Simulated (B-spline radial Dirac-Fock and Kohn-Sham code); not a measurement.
Chlorine in charge state +2 (Cl²⁺), configuration [Ne] 3s2 3p3. Computed with a radial B-spline solver: independent-particle rates on relativistic LDA orbitals of the hole state (multipoles to L = 3), energies from Dirac–Fock ΔSCF. Widths ruled by Coster–Kronig decay come out up to twice the measured ones in this model.

A figure with this caption is to be made: «X-ray emission lines that fill an L1 (2s) hole, as sticks. Multiplet splitting by the open shell is left out.» What will it show?

The strongest line is L1-M3 (Lβ3) at 274.2 eV with 48.8 % of the photons, then L1-M2 (Lβ4) at 274.0 eV (25 %), L1-L3 at 72.53 eV (18 %), L1-L2 at 71.53 eV (8.4 %). The hole has a width of 2.23 eV and a fluorescence yield of 7.50 × 10⁻⁵.

The result:

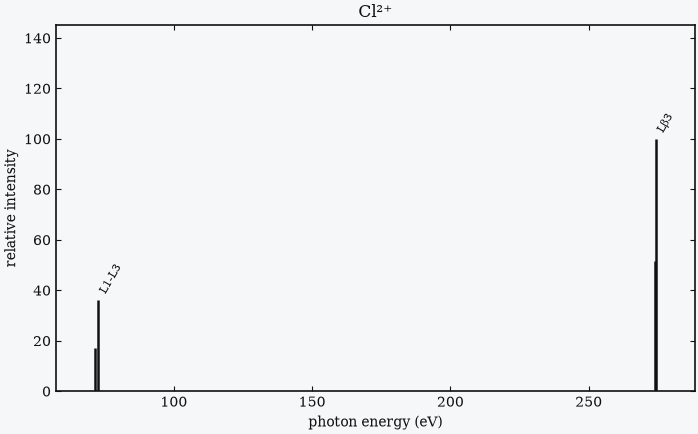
